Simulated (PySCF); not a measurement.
# C2H11AlO2Si: NMR shifts at several levels of theory, part 2 of 2

PySCF 2.14.0. Atoms count from 0.

### 7 Nuclear shieldings: PBE0/def2-SVP

What the job is given:

```
{"job": {"kind": "nmr", "xc": "PBE0", "basis": "def2-SVP", "pop": true}, "charge": 0, "multiplicity": 1}
C     -1.113229    -1.208671    -0.186701
O     -1.131192     0.117602     0.320985
C     -2.420037     0.655646     0.559035
Al     0.394936     1.337791    -0.025444
O      1.651701     0.159193     0.169822
Si     3.104009    -0.556690     0.396879
H     -1.624826    -1.879573     0.520440
H     -1.606998    -1.249160    -1.171276
H     -0.058079    -1.491873    -0.278309
H     -2.277989     1.663462     0.970092
H     -2.953045     0.030804     1.292309
H     -2.997204     0.710468    -0.378313
H      0.105086     1.779022    -1.535078
H      0.153507     2.374659     1.165394
H      3.750146    -0.114693     1.673924
H      2.929876    -2.044883     0.465101
H      4.050796    -0.259634    -0.725151
```

With the program's defaults for keys left out, this is: GIAO PBE0/def2-SVP NMR shielding, non-relativistic, gas phase.

The log of the run:

```text
coarse grid: 14416 points
cycle   1  E = -764.1813043055  dE =  2.053e-01  |g| = 8.391e-01  |ddm| = 3.725e+00
cycle   2  E = -763.8367808122  dE =  3.445e-01  |g| = 1.537e+00  |ddm| = 2.068e+00
cycle   3  E = -764.3164474512  dE = -4.797e-01  |g| = 1.021e-01  |ddm| = 1.538e+00
cycle   4  E = -764.3178220921  dE = -1.375e-03  |g| = 7.238e-02  |ddm| = 1.332e-01
cycle   5  E = -764.3187494397  dE = -9.273e-04  |g| = 1.026e-02  |ddm| = 5.347e-02
cycle   6  E = -764.3187722412  dE = -2.280e-05  |g| = 9.598e-04  |ddm| = 9.733e-03
cycle   7  E = -764.3187724715  dE = -2.303e-07  |g| = 4.104e-04  |ddm| = 1.473e-03
final grid: 127744 points
cycle   8  E = -764.4317708242  dE = -1.742e-05  |g| = 1.085e-02  |ddm| = 2.198e-02
cycle   9  E = -764.4317473523  dE =  2.347e-05  |g| = 1.570e-02  |ddm| = 1.778e-02
cycle  10  E = -764.4317937440  dE = -4.639e-05  |g| = 1.484e-03  |ddm| = 1.111e-02
cycle  11  E = -764.4317942559  dE = -5.118e-07  |g| = 1.794e-04  |ddm| = 1.404e-03
cycle  12  E = -764.4317942603  dE = -4.414e-09  |g| = 1.002e-04  |ddm| = 2.036e-04
cycle  13  E = -764.4317942622  dE = -1.866e-09  |g| = 1.868e-05  |ddm| = 8.584e-05
cycle  14  E = -764.4317942622  dE = -7.753e-11  |g| = 1.690e-06  |ddm| = 1.958e-05
converged SCF energy = -764.4317942622

GIAO shielding tensors (ppm)
atom      isotropic    diamagn.    paramagn.     s11        s22        s33       span
  0 C      137.832     246.786    -108.953    109.755    112.127    191.615     81.861
  1 O      333.957     398.478     -64.521    304.683    334.647    362.541     57.859
  2 C      138.418     242.099    -103.681    109.433    112.393    193.428     83.996
  3 Al     480.593     797.345    -316.752    441.485    467.757    532.535     91.050
  4 O      307.086     391.981     -84.894    266.503    301.446    353.309     86.806
  5 Si     461.917     879.635    -417.718    423.258    427.031    535.462    112.203
  6 H       28.379      30.587      -2.208     25.107     25.789     34.241      9.134
  7 H       28.387      30.946      -2.559     25.229     25.691     34.241      9.011
  8 H       26.759      32.671      -5.912     20.853     28.184     31.239     10.386
  9 H       27.323      29.140      -1.817     22.887     25.978     33.104     10.216
 10 H       28.329      28.231       0.098     24.626     25.754     34.606      9.980
 11 H       28.307      28.468      -0.160     24.807     25.732     34.382      9.575
 12 H       27.382      31.216      -3.834     24.305     25.516     32.324      8.019
 13 H       27.351      31.206      -3.855     24.129     25.831     32.092      7.964
 14 H       26.147      28.248      -2.101     22.927     24.314     31.200      8.273
 15 H       26.254      29.568      -3.314     22.779     25.055     30.928      8.149
 16 H       26.141      28.156      -2.015     22.867     24.337     31.220      8.353
```

Wall time 18 s (1 thread of Intel Xeon Platinum 8375C at 2.90GHz, shared host); peak memory 0.74 GiB.

This run: δ C0 55.6, O4 36.0, O1 9.1, Al3 35.6, H14 5.16, H12 3.98 ppm (means over like atoms).

### 8 NMR shieldings: PBE0/def2-TZVP

Settings changed since step 7:

```diff
@@ -1,2 +1,2 @@
-{"job": {"kind": "nmr", "xc": "PBE0", "basis": "def2-SVP", "pop": true}, "charge": 0, "multiplicity": 1}
+{"job": {"kind": "nmr", "xc": "PBE0", "basis": "def2-TZVP", "pop": true}, "charge": 0, "multiplicity": 1}
 C     -1.113229    -1.208671    -0.186701
```

With the program's defaults for keys left out, this is: GIAO PBE0/def2-TZVP NMR shielding, non-relativistic, gas phase.

The log of the run:

```text
coarse grid: 14416 points
cycle   1  E = -764.7423442407  dE =  2.249e-01  |g| = 9.209e-01  |ddm| = 2.833e+00
cycle   2  E = -764.3314932140  dE =  4.109e-01  |g| = 1.698e+00  |ddm| = 1.572e+00
cycle   3  E = -764.8906241929  dE = -5.591e-01  |g| = 1.267e-01  |ddm| = 1.201e+00
cycle   4  E = -764.8927875905  dE = -2.163e-03  |g| = 8.205e-02  |ddm| = 1.032e-01
cycle   5  E = -764.8938536995  dE = -1.066e-03  |g| = 1.724e-02  |ddm| = 4.479e-02
cycle   6  E = -764.8939059245  dE = -5.223e-05  |g| = 1.976e-03  |ddm| = 9.741e-03
cycle   7  E = -764.8939065759  dE = -6.514e-07  |g| = 7.856e-04  |ddm| = 1.706e-03
final grid: 127744 points
cycle   8  E = -764.8892157393  dE = -4.867e-05  |g| = 1.163e-02  |ddm| = 3.386e-02
cycle   9  E = -764.8891918351  dE =  2.390e-05  |g| = 1.658e-02  |ddm| = 1.224e-02
cycle  10  E = -764.8892391892  dE = -4.735e-05  |g| = 1.824e-03  |ddm| = 7.765e-03
cycle  11  E = -764.8892398874  dE = -6.983e-07  |g| = 2.309e-04  |ddm| = 1.187e-03
cycle  12  E = -764.8892398936  dE = -6.133e-09  |g| = 1.479e-04  |ddm| = 1.794e-04
cycle  13  E = -764.8892398974  dE = -3.787e-09  |g| = 3.055e-05  |ddm| = 8.885e-05
cycle  14  E = -764.8892398975  dE = -1.794e-10  |g| = 4.028e-06  |ddm| = 1.930e-05
converged SCF energy = -764.8892398975

GIAO shielding tensors (ppm)
atom      isotropic    diamagn.    paramagn.     s11        s22        s33       span
  0 C      126.991     248.491    -121.501     96.635    100.030    184.307     87.672
  1 O      320.552     383.677     -63.125    291.739    315.028    354.889     63.150
  2 C      127.966     243.925    -115.958     96.416    101.200    186.283     89.867
  3 Al     443.854     801.141    -357.288    397.508    433.191    500.862    103.354
  4 O      289.826     371.778     -81.952    257.789    279.085    332.605     74.816
  5 Si     384.383     878.464    -494.081    338.573    341.568    473.006    134.433
  6 H       28.373      30.527      -2.154     25.424     25.842     33.852      8.427
  7 H       28.359      30.841      -2.482     25.458     25.717     33.902      8.443
  8 H       26.808      31.292      -4.484     21.479     28.194     30.752      9.273
  9 H       27.267      28.837      -1.570     23.122     25.877     32.800      9.678
 10 H       28.323      28.500      -0.177     24.779     25.911     34.278      9.498
 11 H       28.253      28.640      -0.386     24.801     25.949     34.010      9.210
 12 H       27.306      31.285      -3.979     24.411     25.391     32.116      7.705
 13 H       27.281      31.171      -3.891     24.159     25.717     31.965      7.806
 14 H       26.036      28.674      -2.638     23.037     24.126     30.946      7.909
 15 H       26.127      29.832      -3.705     22.864     24.762     30.756      7.893
 16 H       26.020      28.597      -2.577     23.004     24.077     30.979      7.974
```

It took 46 s on 1 thread of Intel Xeon Platinum 8375C at 2.90GHz, shared host; peak memory 1 GiB.

In short: δ C0 59.2, O4 42.7, O1 12.0, Al3 44.6, H14 5.42, H12 4.19 ppm (means over like atoms).

### 9 Comparing the runs: NMR shifts

Shifts (ppm) of some atoms, chosen among heavy atoms and hydrogens apart, means over like atoms, with basis size and wall time:

```csv
run,C0,H14,H12,O1,O4,Al3,Si5,functions,time
PBE0/STO-3G,52.3,2.11,1.26,-66.8,-139.3,17.1,-59.5,49,4.6 s
PBE0/6-31G,56.4,5.40,4.92,-17.8,-8.6,51.8,-19.4,84,9.1 s
PBE0/6-31G*,55.6,5.37,4.51,-5.4,19.8,49.2,-23.1,114,13 s
"PBE0/6-311+G(2d,p)",58.1,5.42,4.20,4.5,32.6,47.2,-50.2,244,35 s
PBE0/def2-SVP,55.6,5.16,3.98,9.1,36.0,35.6,-54.7,147,18 s
PBE0/def2-TZVP,59.2,5.42,4.19,12.0,42.7,44.6,-52.8,264,46 s
```

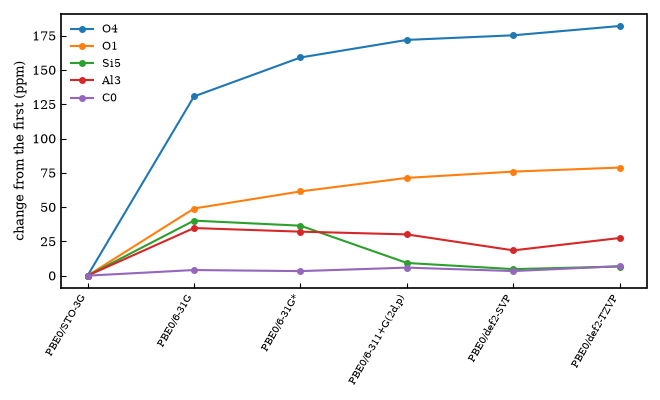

How five of the tabulated atoms move from run to run.

### 10 Results

The summary covers parts 1 to 2.

| quantity | value |
| --- | --- |
| point group | C1 |
| rotational constants (main isotopes) | 4.53, 1.05, 0.90 GHz |
| ¹³C shifts against TMS (PBE0/STO-3G, means over atoms taken as alike) | 52.3 ppm |
| ¹H shifts against TMS (PBE0/STO-3G, means over atoms taken as alike) | 2.43, 2.11, 1.26 ppm |
| ¹⁷O shifts against H2O (PBE0/STO-3G) | -66.8, -139.3 ppm |
| ²⁷Al shifts against AlH4- (PBE0/STO-3G) | 17.1 ppm |
| ²⁹Si shifts against TMS (PBE0/STO-3G) | -59.5 ppm |
| range of the shift of O4 | -139.3 to 42.7 ppm |
| property runs in this session | 6, of which 0 failed and 1 gave unsound results |

What this shows: Single values in the summary come from the first run of each kind that ended normally (PBE0/STO-3G), which need not be the best level. A minimal basis gives no usable values, so read them as a test of settings alone. The start was shaken at random, so part of the energy gained undoes that. Relaxing lowered the energy by 0.888 eV in 19 steps; the close pair that moved most is Al3–O4, from 1.633 to 1.734 Å. No frequency check was run at this level, so the end point may be a saddle. At PBE0/STO-3G: The widest tensor belongs to O4: span 392 ppm, with a paramagnetic part of 89 ppm. In ppm, O4 moves most: its shift spreads over 182.1 ppm, from -139.3 (PBE0/STO-3G) to 42.7 (PBE0/def2-TZVP). A minimal basis is unusable for shieldings, so that end is no result.
